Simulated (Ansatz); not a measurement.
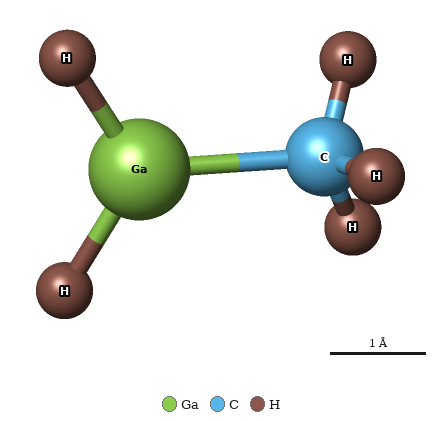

The starting structure (ball-and-stick view, seen at a tilt). Sticks mark near contacts. Bond lengths as drawn: C–Ga 1.98 Å, C–H 1.11 Å and Ga–H 1.57 Å.

# Geometry relaxation of CH5Ga

System: CH5Ga.
Method: RHF/def2-mTZVP (Ansatz 0.2.0).

It belongs to a series of runs on one base structure; here: start relaxed.

Output:
```
The last accepted step is kept in [file] (removed where the run ends without a failure and the disk answers)
Engine: ansatz 0.2.0, aarch64-unknown-linux-gnu
Functional definition: HF
  exchange = exact_x
  correlation = 0
725 factors; integrals over basis functions are off by at most 5.5e-4 eV
mean field evaluation 1: about -53441.5154 eV, gradient 2.6e1 eV
mean field evaluation 2: about -53441.5665 eV, gradient 2.6e1 eV
mean field evaluation 4: about -53443.3938 eV, gradient 2.6e0 eV
mean field evaluation 8: about -53443.4165 eV, gradient 1.4e-4 eV
mean field -53443.41654745 eV, -1964.0093328701 hartree, gradient 1.6e-5 eV, S^2 0.000000; 0 other end points of the search recorded, 0 dependent functions left out
the calculation of the forces begins
reference -53443.41654745 eV, -1964.0093328701 hartree; 21, 21 occupied and 49, 49 virtual orbitals, 725 factors
relax step   1: F+E_penalty+E_count = -53443.41654745 eV  Δ(F+E_penalty+E_count) = +0.000e0 eV  max|allowed force component| = 9.043e-1 eV/Å  Δτ_max = 0.0000 Å  (31 SCF iters, accepted)
these checks for a lower state are left out or cut short: starts, cluster_reference, orbital_swaps, neighbouring_geometries, increment
725 factors; integrals over basis functions are off by at most 5.4e-4 eV
mean field evaluation 16: about -53443.4680 eV, gradient 1.3e-3 eV
mean field -53443.46795408 eV, -1964.0112220286 hartree, gradient 1.7e-5 eV, S^2 0.000000; 0 other end points of the search recorded, 0 dependent functions left out
the calculation of the forces begins
reference -53443.46795408 eV, -1964.0112220286 hartree; 21, 21 occupied and 49, 49 virtual orbitals, 725 factors
relax step   2: F+E_penalty+E_count = -53443.46795408 eV  Δ(F+E_penalty+E_count) = -5.141e-2 eV  max|allowed force component| = 3.618e-1 eV/Å  Δτ_max = 0.0609 Å  (31 SCF iters, accepted)
these checks for a lower state are left out or cut short: starts, cluster_reference, orbital_swaps, neighbouring_geometries, increment
725 factors; integrals over basis functions are off by at most 5.3e-4 eV
mean field -53443.47141239 eV, -1964.0113491195 hartree, gradient 1.2e-5 eV, S^2 0.000000; 0 other end points of the search recorded, 0 dependent functions left out
the calculation of the forces begins
reference -53443.47141239 eV, -1964.0113491195 hartree; 21, 21 occupied and 49, 49 virtual orbitals, 725 factors
relax step   3: F+E_penalty+E_count = -53443.47141239 eV  Δ(F+E_penalty+E_count) = -3.458e-3 eV  max|allowed force component| = 9.850e-2 eV/Å  Δτ_max = 0.0159 Å  (26 SCF iters, accepted)
these checks for a lower state are left out or cut short: starts, cluster_reference, orbital_swaps, neighbouring_geometries, increment
725 factors; integrals over basis functions are off by at most 5.3e-4 eV
mean field -53443.47164899 eV, -1964.0113578140 hartree, gradient 1.4e-5 eV, S^2 0.000000; 0 other end points of the search recorded, 0 dependent functions left out
the calculation of the forces begins
reference -53443.47164899 eV, -1964.0113578140 hartree; 21, 21 occupied and 49, 49 virtual orbitals, 725 factors
relax step   4: F+E_penalty+E_count = -53443.47164899 eV  Δ(F+E_penalty+E_count) = -2.366e-4 eV  max|allowed force component| = 7.110e-3 eV/Å  Δτ_max = 0.0037 Å  (25 SCF iters, accepted)
725 factors; integrals over basis functions are off by at most 5.3e-4 eV
mean field evaluation 32: about -53443.4716 eV, gradient 1.4e-5 eV
```

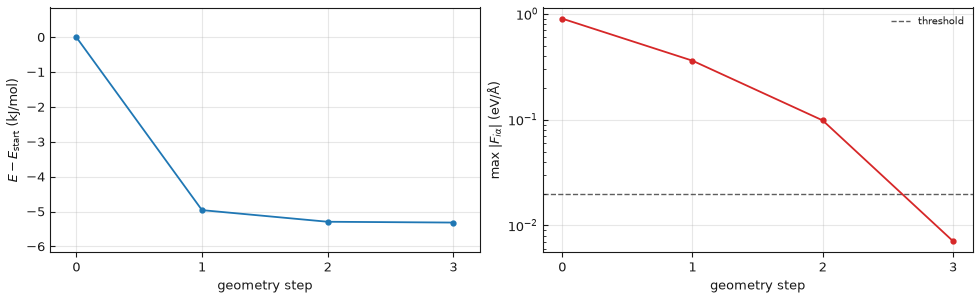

Progress of the relaxation, step by step (the first geometry is step 0 here and step 1 in the log).

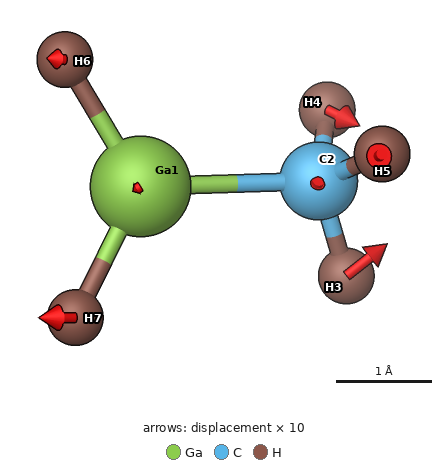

The starting structure with the displacements as red arrows, magnified 10 times (ball-and-stick view, seen at a tilt). The two geometries are laid on each other by the best rigid fit. The atom that moves furthest after the best rigid fit is H3 (0.056 Å). By element the largest moves are H 0.056 Å, C 0.014 Å, Ga 0.011 Å. Distances before and after: C2–H3 1.110 → 1.083 Å, C2–H5 1.110 → 1.087 Å, Ga1–H6 1.570 → 1.584 Å, Ga1–C2 1.980 → 1.989 Å. Among the angles that change: Ga1–C2–H3 109.5° → 112.6°, Ga1–C2–H4 109.5° → 111.5°. The energy falls by 5.32 kJ/mol in 3 geometry steps. Largest force component: 0.9 eV/Å at the start, 0.0071 eV/Å at the end. (Atoms are counted from 1 in the order of the input.)

```
mean field -53443.47164899 eV, -1964.0113578140 hartree, gradient 1.4e-5 eV, S^2 0.000000; 1 other end points of the search recorded, 0 dependent functions left out
the calculation of the forces begins
reference -53443.47164899 eV, -1964.0113578140 hartree; 21, 21 occupied and 49, 49 virtual orbitals, 725 factors
Total energy: -53443.47164899 eV, -1964.0113578140 hartree
Atom 0 at    -0.005278    -0.004422    -0.008254 Å, force    -0.003350    -0.006187    -0.007110 eV/Å
Atom 1 at    -0.006997    -0.011942     1.980866 Å, force     0.001788     0.000259     0.005763 eV/Å
Atom 2 at    -0.966574    -0.296256     2.394333 Å, force    -0.004310    -0.000587    -0.001674 eV/Å
Atom 3 at     0.748233    -0.681676     2.377024 Å, force     0.004501    -0.001808     0.000862 eV/Å
Atom 4 at     0.227961     0.980995     2.355211 Å, force     0.001818     0.004551     0.002670 eV/Å
Atom 5 at     1.361484     0.006266    -0.808303 Å, force     0.001228     0.001774     0.001862 eV/Å
Atom 6 at    -1.358828     0.007034    -0.829377 Å, force    -0.001676     0.001999    -0.002373 eV/Å
Dipole moment:     0.000155    -0.000501     0.127836 e Å
```

Trajectory as extended XYZ (Å, eV, eV/Å), 4 frames, from step=1 to step=4:
```
7
Properties=species:S:1:pos:R:3:forces:R:3 step=1 energy=-53443.41655
Ga    0.0000    0.0000    0.0000    0.0105   0.0204   0.0444
C     0.0000    0.0000    1.9800   -0.1492  -0.1953   0.4590
H    -0.9996   -0.3092    2.3505    0.9043   0.3318  -0.0630
H     0.7676   -0.7111    2.3505   -0.6170   0.6922  -0.0642
H     0.2320    1.0203    2.3505   -0.1556  -0.8585  -0.0685
H     1.3596    0.0000   -0.7850    0.1568   0.0046  -0.1498
H    -1.3596    0.0000   -0.7850   -0.1499   0.0047  -0.1579
7
Properties=species:S:1:pos:R:3:forces:R:3 step=2 energy=-53443.46795
Ga   -0.0020   -0.0020   -0.0141   -0.0214  -0.0157   0.0410
C    -0.0064   -0.0096    1.9772   -0.0461  -0.0807   0.3618
H    -0.9693   -0.2969    2.4018    0.1984   0.0667  -0.1729
H     0.7475   -0.6833    2.3873   -0.1180   0.1228  -0.1416
H     0.2271    0.9818    2.3687   -0.0191  -0.1049  -0.1107
H     1.3576    0.0050   -0.8239    0.0257   0.0058   0.0185
H    -1.3545    0.0051   -0.8355   -0.0195   0.0060   0.0040
7
Properties=species:S:1:pos:R:3:forces:R:3 step=3 energy=-53443.47141
Ga   -0.0052   -0.0055   -0.0108    0.0004   0.0093   0.0068
C    -0.0059   -0.0109    1.9784   -0.0200  -0.0276   0.0985
H    -0.9662   -0.2960    2.3933    0.0260   0.0105  -0.0316
H     0.7476   -0.6815    2.3797   -0.0117   0.0164  -0.0355
H     0.2280    0.9806    2.3589    0.0004  -0.0047  -0.0318
H     1.3626    0.0065   -0.8089   -0.0036  -0.0020  -0.0048
H    -1.3609    0.0069   -0.8291    0.0085  -0.0018  -0.0016
7
Properties=species:S:1:pos:R:3:forces:R:3 step=4 energy=-53443.47165
Ga   -0.0053   -0.0044   -0.0083   -0.0034  -0.0062  -0.0071
C    -0.0070   -0.0119    1.9809    0.0018   0.0003   0.0058
H    -0.9666   -0.2963    2.3943   -0.0043  -0.0006  -0.0017
H     0.7482   -0.6817    2.3770    0.0045  -0.0018   0.0009
H     0.2280    0.9810    2.3552    0.0018   0.0046   0.0027
H     1.3615    0.0063   -0.8083    0.0012   0.0018   0.0019
H    -1.3588    0.0070   -0.8294   -0.0017   0.0020  -0.0024
```

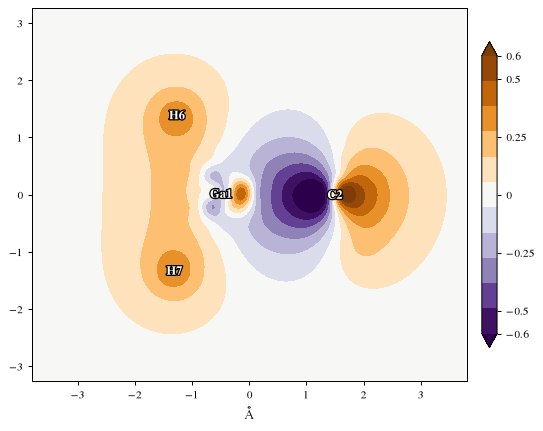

The HOMO on the plane of atoms H6, Ga1 and H7 (values in Å⁻³ᐟ²; the overall sign is arbitrary). It lies mainly on C2 (40 %), Ga1 (30 %), H7 (10 %) and H6 (10 %). Its energy is −10.95 eV.

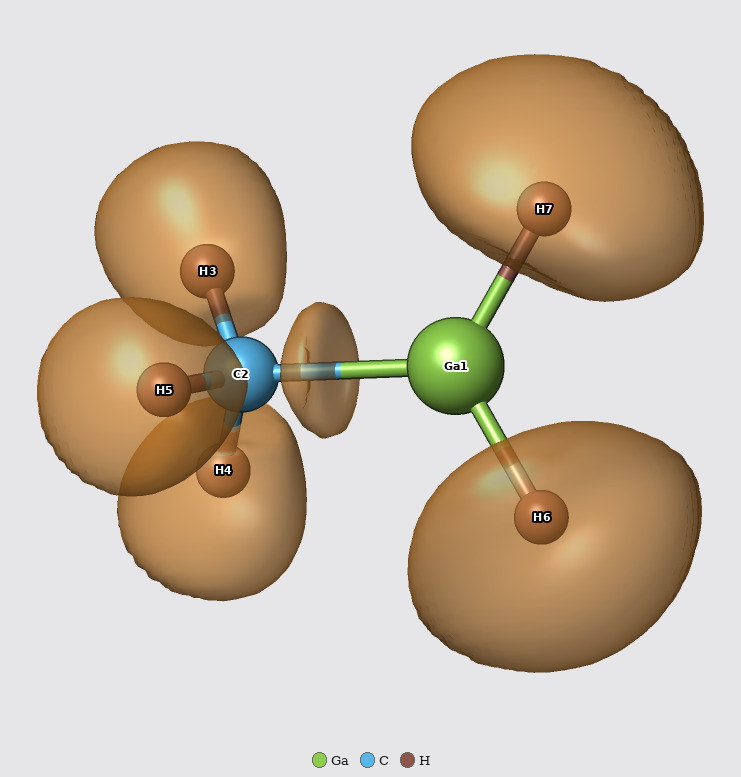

Isosurface of the ELF at 0.8 (orange), seen at a tilt. Core shells and regions of very low density are left out. The ELF exceeds this value in five regions around hydrogen nuclei and one lobe of the valence shell of C pointing towards Ga. Along the contacts the grid gives the following. C–Ga (1.99 Å): the ELF peaks at about 0.95 in the valence shell of C, 0.7 Å from its nucleus, and is about 0.60 at the midpoint. C–H (1.08 Å): the ELF climbs to about 1 towards the hydrogen, as it does in any bond to H (a covalent bond by its length).

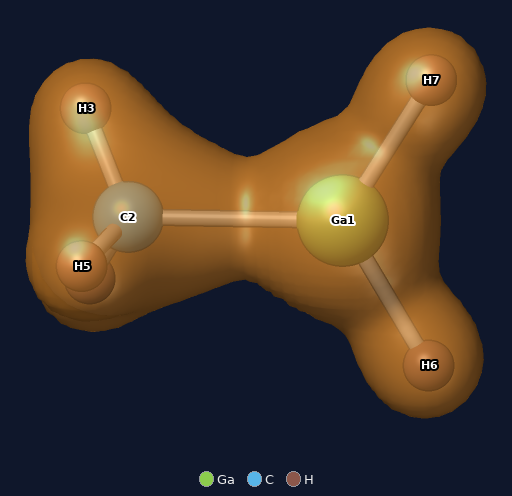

Isosurface of the electron density at 0.4 e/Å³ (orange), seen at a tilt. At this value the surface is in one piece. On the grid the lowest density along these lines, outside the cores, is 0.74 e/Å³ (C–Ga, 1.99 Å), 1.9 e/Å³ (C–H, 1.08 Å) and 0.71 e/Å³ (Ga–H, 1.58 Å).

The run was set up as follows.

The input:
```yaml
crystal:
  periodic: [false, false, false]
  atoms:
    - { symbol: Ga, position_ang: [0.0, 0.0, 0.0] }
    - { symbol: C, position_ang: [0.0, 0.0, 1.98] }
    - { symbol: H, position_ang: [-0.9996, -0.3092, 2.3505] }
    - { symbol: H, position_ang: [0.7676, -0.7111, 2.3505] }
    - { symbol: H, position_ang: [0.232, 1.0203, 2.3505] }
    - { symbol: H, position_ang: [1.3596, 0.0, -0.785] }
    - { symbol: H, position_ang: [-1.3596, 0.0, -0.785] }
basis:
  gaussian: { orbitals: def2-mTZVP }
hamiltonian:
  xc: hf
relax:
  f_tol: 0.02
  max_steps: 40
output:
  orbitals: {}
```

Launch command:
```bash
ansatz run input.yaml --threads 1 --pin off --max-ram 2048MiB --backend cpu --events-out ev --progress --plain --runs-dir out
```

Summary:

```json
{"quantity": "outcome", "value": "converged"}
{"quantity": "total energy", "value": "−53443.4716 eV"}
{"quantity": "mean-field energy", "value": "−53443.4716 eV"}
{"quantity": "largest force (length of the vector) at the end", "value": "0.010 eV/Å"}
{"quantity": "hardware", "value": "1 thread of Arm Neoverse V2, 24 GiB of memory available, shared host"}
{"quantity": "wall time", "value": "5.1 s"}
{"quantity": "peak memory", "value": "0.11 GiB"}
```
